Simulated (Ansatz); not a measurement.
# CH3AlF2S: the cost of one run

Program: Ansatz 0.2.0, Gaussian basis. Level of theory: single points in def2-TZVPP. These are calculated values, not measurements.

Correlated methods freeze the cores.

### Step 1. Where the work starts

SMILES `C[S][Al]([F])[F]`, 8 atoms, charge 0, spin multiplicity 1.

Atoms are counted from 1 here; the program's logs count them from 0.

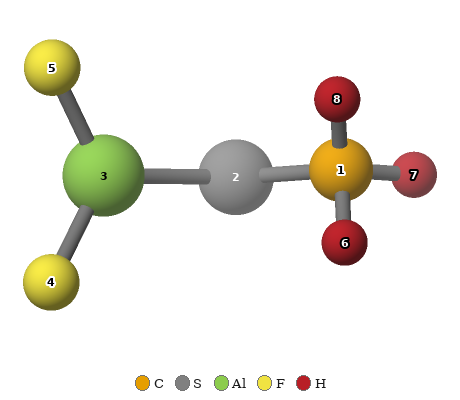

Start geometry, drawn with carbon amber, sulfur grey, aluminium green, fluorine yellow, hydrogen red; atoms are numbered from 1 in the order of the file.

Geometry (Å):

```
C    -0.6361   -0.2349    1.1933
S     1.0887   -0.3443    0.6509
Al    0.9602    0.3013   -1.4061
F     0.6945   -0.7560   -2.6677
F     0.9978    1.8978   -1.8353
H    -1.3063   -0.9944    0.6208
H    -0.6047   -0.6316    2.2892
H    -1.0581    0.7999    1.0848
```

### Step 2. CCSD(T)/def2-TZVPP

run/in.yaml

```yaml
crystal:
  periodic: [false, false, false]
  atoms:
    - {symbol: C, position_ang: [-0.636100, -0.234900, 1.193300]}
    - {symbol: S, position_ang: [1.088700, -0.344300, 0.650900]}
    - {symbol: Al, position_ang: [0.960200, 0.301300, -1.406100]}
    - {symbol: F, position_ang: [0.694500, -0.756000, -2.667700]}
    - {symbol: F, position_ang: [0.997800, 1.897800, -1.835300]}
    - {symbol: H, position_ang: [-1.306300, -0.994400, 0.620800]}
    - {symbol: H, position_ang: [-0.604700, -0.631600, 2.289200]}
    - {symbol: H, position_ang: [-1.058100, 0.799900, 1.084800]}
basis:
  gaussian: {orbitals: def2-TZVPP}
correlation: {method: ccsd_t}
```

The run is started by

```sh
$ ansatz run in.yaml --threads 8 --pin off --events-out ev --progress --plain --max-ram 10444MiB
```

Q: Estimate wall time and peak memory on 8 threads of Arm Neoverse N1, shared host.

About 65 s, with a peak of 3.3 GiB.
